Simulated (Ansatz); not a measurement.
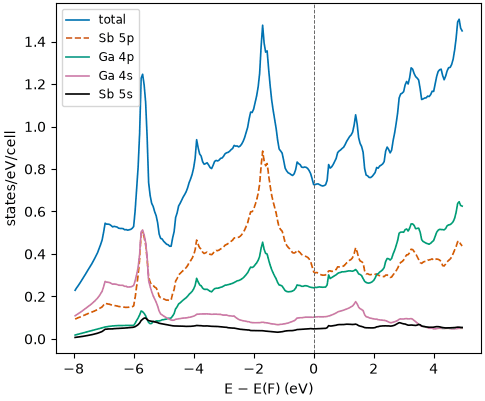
Fig. 1. Total and projected density of states of GaSb in space group I-4m2 (No. 119; Ga on 2d, Sb on 2a), the program Ansatz at the LDA level (PAW)

Q: Which orbitals carry the states next to the Fermi level?

A: Within 0.5 eV of the Fermi level: Sb 5p 45 %, Ga 4p 32 %, Ga 4s 13 %, Sb 5s 6 %. Projections are on Löwdin-orthogonalised atomic valence shells; empty p or d shells of many metals are not among them.

Q: Where is the tallest occupied peak in this window, and what makes it?

A: Near -1.7 eV, about 1.5 states/eV per cell; the largest projected share is Sb 5p.

The workflow started from a Materials Project entry (that database holds measured and hypothetical structures alike); the Crystallography Open Database copy checked does not list it. It is not the phase usual at ambient conditions (space group No. 216). Symmetry was held in the LDA relaxation; its stability against distortions is not shown here. Spin–orbit coupling is left out wherever it is not named.

Potentials: the later of the program's two PAW sets.
